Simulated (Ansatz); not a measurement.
Input file:

```
crystal:
  periodic: [false, false, false]
  atoms:
    - { symbol: Ga, position_ang: [-1.376322, -0.974868, -0.982291] }
    - { symbol: H, position_ang: [0.077147, -0.575658, -1.319917] }
    - { symbol: H, position_ang: [-1.7872, -2.492402, -0.808409] }
    - { symbol: H, position_ang: [-2.461846, 0.166933, -0.837526] }
    - { symbol: H, position_ang: [1.276307, 0.179905, -0.017805] }
    - { symbol: As, position_ang: [0.951958, 0.706125, 1.366182] }
    - { symbol: H, position_ang: [0.877968, 2.154278, 0.846683] }
    - { symbol: H, position_ang: [2.442088, 0.835586, 1.753083] }
basis:
  gaussian: { orbitals: def2-SVP }
hamiltonian:
  xc: pbe
  dispersion: d4
relax:
  f_tol: 0.03
  max_steps: 50
output:
  orbitals: {}
```

Run with:

```sh
ansatz run input.yaml --threads 2 --pin off --max-ram 3072MiB --backend cpu --events-out ev --progress --plain --runs-dir out
```

The fields are those of the run's last geometry, not of the input's.

All numbers below come from RKS PBE-D4/def2-SVP (Ansatz).

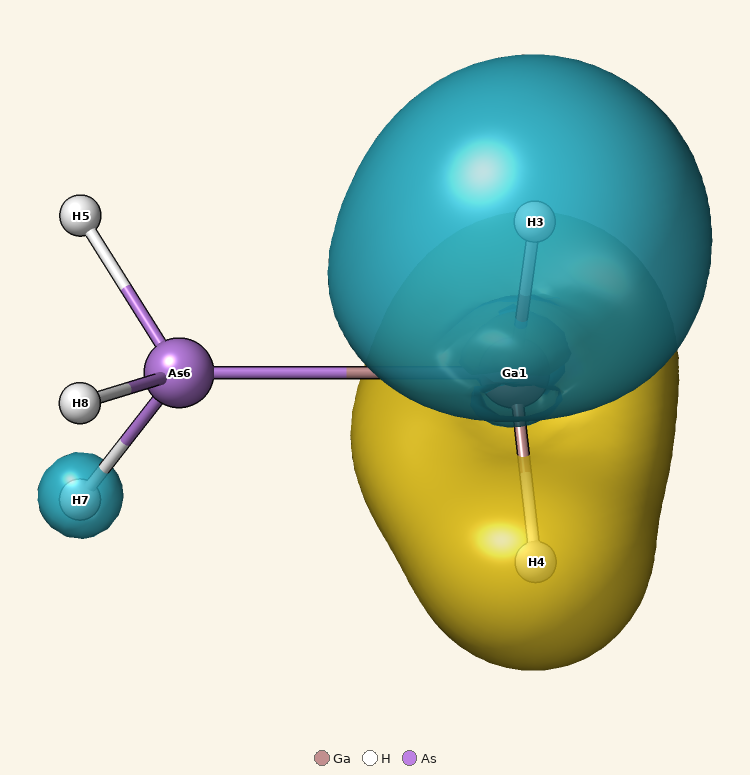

AsGaH₆. The HOMO at ±0.08 Å⁻³ᐟ² (yellow and cyan are the two phases), seen from one side.

Question: What is the character of this orbital?

Answer: By Hirshfeld shares it lies mainly on Ga1 (about 40 %), H3 (about 35 %), H2 (about 10 %) and H4 (about 10 %). It is one of a degenerate set, so its orientation is arbitrary. Its energy is −6.66 eV.
